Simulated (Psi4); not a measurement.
**GaH3S (SMILES [SH][GaH2]): B3LYP/6-31G(d) (Cartesian functions)**

What is the vertical ionisation energy of GaH3S at B3LYP/6-31G* (Cartesian functions)? 

The results are computed with Psi4 1.11.

**1. Starting point**

GaH3S has 5 atoms, charge 0, and is taken as a singlet. As SMILES, `[SH][GaH2]`. Geometry: relaxed at PBE0-D4/def2-TZVP.

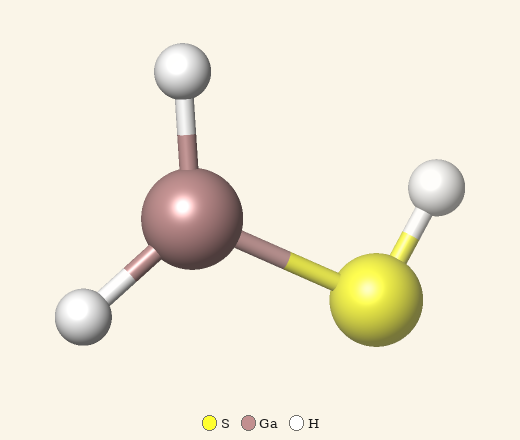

The structure, seen from a chosen angle (sulfur yellow, gallium pink, hydrogen white).

**2. Energy and gradient at B3LYP/6-31G(d) (Cartesian functions)**

job.inp

```
memory 1600 mb

molecule mol {
  0 1
  S
  Ga 1 2.198801
  H 1 1.342776 2 95.02128
  H 2 1.558852 1 115.19674 3 179.99398
  H 2 1.56021 4 126.69807 1 179.9922
  units angstrom
  symmetry c1
}

set puream false
set e_convergence 1e-09
set d_convergence 1e-08
set scf_type pk
set dft_radial_points 99
set dft_spherical_points 590

E, wfn = gradient('b3lyp/6-31G*', return_wfn=True)
print_variables()
```

Started as:

```sh
psi4 -i job.inp -o job.out -n 1
```

job.out:

```text
[...]
  Running in c1 symmetry.
[...]
  Nuclear repulsion =  158.606425421720729
[...]
  Multiplicity = 1
[...]
  Nalpha       = 25
  Nbeta        = 25
[...]
    Number of basis functions: 60
[...]
   @RKS iter   1: -2322.33283403902669   -1.10633e+00   5.35838e-02 DIIS/ADIIS
[...]
   @RKS iter  12: -2324.64112510692348   -2.27374e-12   7.30994e-09 DIIS
[...]
    Orbital Energies [Eh]
    ---------------------
    Doubly Occupied:
       1A   -372.586242     2A    -88.875596     3A    -45.971266
       4A    -40.728534     5A    -40.725299     6A    -40.724686
       7A     -7.940749     8A     -5.904522     9A     -5.900566
      10A     -5.897472    11A     -5.536008    12A     -3.822958
      13A     -3.815541    14A     -3.813414    15A     -0.856805
      16A     -0.851867    17A     -0.850204    18A     -0.849540
      19A     -0.848163    20A     -0.723133    21A     -0.466161
      22A     -0.403423    23A     -0.322260    24A     -0.304580
      25A     -0.272095
[...]
  @RKS Final Energy: -2324.64112510692348
   => Energetics <=
    Nuclear Repulsion Energy =            158.6064254217207292
    One-Electron Energy =               -3550.7116401352886896
    Two-Electron Energy =                1149.4363542641551703
    DFT Exchange-Correlation Energy =     -81.9722646575105500
    Empirical Dispersion Energy =           0.0000000000000000
    VV10 Nonlocal Energy =                  0.0000000000000000
    Total Energy =                      -2324.6411251069234822
[...]
 Multipole Moments:
 ------------------------------------------------------------------------------------
     Multipole            Electronic (a.u.)      Nuclear  (a.u.)        Total (a.u.)
 ------------------------------------------------------------------------------------
 L = 1.  Multiply by 2.5417464519 to convert [e a0] to [Debye]
 Dipole X            :          0.0002258           -0.0001693            0.0000566
 Dipole Y            :         -0.8901863            1.2686612            0.3784749
 Dipole Z            :          3.8072137           -3.4575863            0.3496274
 Magnitude           :                                                    0.5152500
[...]
  -Total Gradient:
     Atom            X                  Y                   Z
    ------   -----------------  -----------------  -----------------
       1       -0.000000671704     0.003851363938     0.005559097051
       2        0.000005153354     0.000810330815    -0.005290638225
       3       -0.000000577681    -0.004305463439     0.000882097722
       4       -0.000002142065     0.001524516336    -0.000551611873
       5       -0.000001762389    -0.001881004060    -0.000600090331
[...]
```

Wall time 7.5 s (1 thread of Intel Xeon 6975P-C (Granite Rapids), shared host); peak memory 0.65 GiB.

**3. The doublet cation: a single-point energy at UB3LYP/6-31G(d) (Cartesian functions)**

gah3s.py

```python
import psi4

psi4.set_memory('1600 MB')
psi4.set_num_threads(1)
psi4.set_output_file('gah3s.out', False)

mol = psi4.geometry("""
1 2
S      0.039000    -1.453300     0.684400
Ga    -0.329300     0.433200    -0.383400
H      1.263800    -1.108400     1.113300
H     -1.711200     0.532500    -1.097900
H      0.787500     1.522400    -0.357800
symmetry c1
no_reorient
no_com
""")

psi4.set_options({
    'basis': '6-31G*',
    'reference': 'uks',
    'puream': False,
    'e_convergence': 1e-09,
    'd_convergence': 1e-08,
    'scf_type': 'pk',
    'dft_radial_points': 99,
    'dft_spherical_points': 590,
    'maxiter': 200,
})

E, wfn = psi4.energy('b3lyp', molecule=mol, return_wfn=True)
psi4.oeprop(wfn, 'LOWDIN_CHARGES', 'MAYER_INDICES', 'QUADRUPOLE')
print('E =', round(E, 9))
for k, v in sorted(psi4.core.scalar_variables().items()):
    print(f'{k:45s} {v:18.10f}')
```

Started as:

```sh
python gah3s.py
```

gah3s.out:

```text
[...]
  Running in c1 symmetry.
[...]
  Nuclear repulsion =  158.606457624411803
[...]
  Multiplicity = 2
[...]
  Nalpha       = 25
  Nbeta        = 24
[...]
    Number of basis functions: 60
[...]
   @UKS iter   1: -2322.02973750665069   -8.03233e-01   5.32880e-02 ADIIS/DIIS
[...]
   @UKS iter  16: -2324.27117077768662   -1.36424e-12   3.89919e-09 DIIS
[...]
   @S^2 Observed:                7.530993115E-01
[...]
    Orbital Energies [Eh]
    ---------------------
    Alpha Occupied:
       1A   -372.811742     2A    -89.209902     3A    -46.197072
       4A    -40.954510     5A    -40.951599     6A    -40.949637
       7A     -8.274205     8A     -6.244556     9A     -6.233419
      10A     -6.228753    11A     -5.761856    12A     -4.049241
      13A     -4.043106    14A     -4.036468    15A     -1.093300
      16A     -1.080065    17A     -1.075791    18A     -1.073427
      19A     -1.073052    20A     -1.035720    21A     -0.722026
      22A     -0.669265    23A     -0.612574    24A     -0.567862
      25A     -0.518009
    Alpha Virtual:
[...]
  @UKS Final Energy: -2324.27117077768662
   => Energetics <=
    Nuclear Repulsion Energy =            158.6064576244118030
    One-Electron Energy =               -3537.8973108398158729
    Two-Electron Energy =                1136.7687926747657912
    DFT Exchange-Correlation Energy =     -81.7491102370479723
    Empirical Dispersion Energy =           0.0000000000000000
    VV10 Nonlocal Energy =                  0.0000000000000000
    Total Energy =                      -2324.2711707776866206
[...]
 Multipole Moments:
 ------------------------------------------------------------------------------------
     Multipole            Electronic (a.u.)      Nuclear  (a.u.)        Total (a.u.)
 ------------------------------------------------------------------------------------
 L = 1.  Multiply by 2.5417464519 to convert [e a0] to [Debye]
 Dipole X            :         17.7376514          -17.4690062            0.2686452
 Dipole Y            :         15.6853171          -16.7752878           -1.0899707
 Dipole Z            :          3.0201375           -2.4139362            0.6062014
 Magnitude           :                                                    1.2758081
 L = 2.  Multiply by 1.3450342976 to convert [e a0^2] to [Debye ang]
 Quadrupole XX       :        -49.4279916           30.4664729          -18.9615187
 Quadrupole XY       :         21.0571840          -23.0055663           -1.9483822
[...]
```

On the terminal:

```text
E = -2324.271170778
CURRENT ENERGY                                  -2324.2711707777
CURRENT REFERENCE ENERGY                        -2324.2711707777
DD SOLVATION ENERGY                                 0.0000000000
DFT FUNCTIONAL TOTAL ENERGY                     -2324.2711707777
DFT TOTAL ENERGY                                -2324.2711707777
DFT VV10 ENERGY                                     0.0000000000
DFT XC ENERGY                                     -81.7491102370
GRID ELECTRONS ALPHA                               25.0000000327
GRID ELECTRONS BETA                                24.0000000673
GRID ELECTRONS TOTAL                               49.0000001000
NUCLEAR REPULSION ENERGY                          158.6064576244
ONE-ELECTRON ENERGY                             -3537.8973108398
PCM POLARIZATION ENERGY                             0.0000000000
PE ENERGY                                           0.0000000000
SCF ITERATION ENERGY                            -2324.2711707777
SCF ITERATIONS                                     16.0000000000
SCF TOTAL ENERGY                                -2324.2711707777
TWO-ELECTRON ENERGY                              1136.7687926748
XC GRID RADIAL POINTS                              99.0000000000
XC GRID SPHERICAL POINTS                          590.0000000000
XC GRID TOTAL POINTS                           279859.0000000000
```

Wall time 12 s (1 thread of Intel Xeon 6975P-C (Granite Rapids), shared host); peak memory 0.65 GiB.

**4. Outcome**

At B3LYP/6-31G* (Cartesian functions):

```
                                          quantity           value
                       singlet GaH3S: total energy  -2324.64113 Eh
                      singlet GaH3S: dipole moment          1.31 D
                        singlet GaH3S: HOMO energy        -7.40 eV
                        singlet GaH3S: LUMO energy        -1.73 eV
                      singlet GaH3S: HOMO–LUMO gap         5.67 eV
           singlet GaH3S: largest force on an atom      0.348 eV/Å
                      doublet cation: total energy  -2324.27117 Eh
doublet cation: HOMO energy (highest over α and β)       -14.10 eV
 doublet cation: LUMO energy (lowest over α and β)       -12.75 eV
                              doublet cation: ⟨S²⟩           0.753
vertical ionisation energy (to the doublet cation)       10.067 eV
```

In words: Removing an electron at fixed nuclei costs 10.07 eV (971 kJ/mol). The largest force (singlet GaH3S) is 0.35 eV/Å: the shape isn't a stationary point for this species at this level. The negative HOMO energy of the first species, 7.40 eV, lies 2.66 eV below that difference.
